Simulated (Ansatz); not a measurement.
Ir under a change: Ru on a Ir site, symmetric start

Base system: a 12-atom supercell of Ir in the fcc (Cu type) structure (space group Fm-3m, No. 225; a = 3.871 Å) at its relaxed geometry.

Modification: a neutral Ru on a Ir site, symmetric start, atoms relaxed at fixed cell.

Computed with PBE (Ansatz, a program for electronic structure; PAW; 420 eV plane waves; no spin-orbit coupling), earlier PAW set. Settings: 7×5×7 k-points, 0.05 eV Fermi–Dirac smearing.

| quantity | base | changed | shift |
|---|---|---|---|
| pressure | 0.0 GPa | -1.4 GPa | -1.4 GPa |
| energy gained by relaxation | – | 0.01 eV | – |
| mean distance from the defect site to its nearest host atoms | 2.74 Å | 2.73 Å | -0.01 Å |

Final structure:

```xyz
12
Lattice="0.0000 3.8705 3.8705 3.8705 -3.8705 3.8705 3.8705 3.8705 0.0000" Properties=species:S:1:pos:R:3 pbc="T T T"
Ru     0.0000     0.0000     0.0000
Ir     1.9353     1.9353     0.0000
Ir     1.9291     0.0002     1.9291
Ir     3.8703     1.9415     1.9291
Ir     3.8793    -0.0088     3.8793
Ir     5.8120     1.9291     3.8708
Ir     0.0000     1.9353     1.9353
Ir     1.9353     3.8705     1.9353
Ir     1.9291     1.9415     3.8703
Ir     3.8618     3.8793     3.8618
Ir     3.8708     1.9291     5.8120
Ir     5.8120     3.8703     5.8120
```

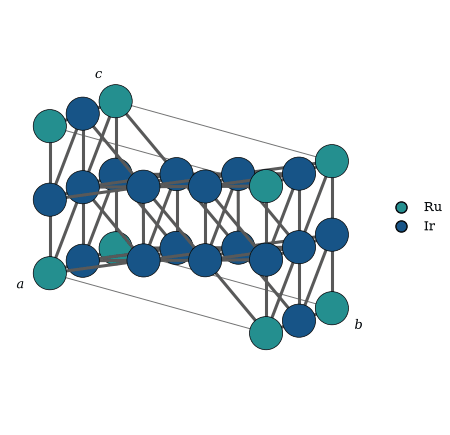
The relaxed cell after the change

In so small a cell the defect repeats every few ångströms: this is an ordered compound, not a dilute defect. The defect started on the symmetric site and kept its symmetry, so it may sit on a saddle. The final runs are not spin-polarised. An odd electron count without spin: Ir11Ru. The defect cell is not spin-polarised.
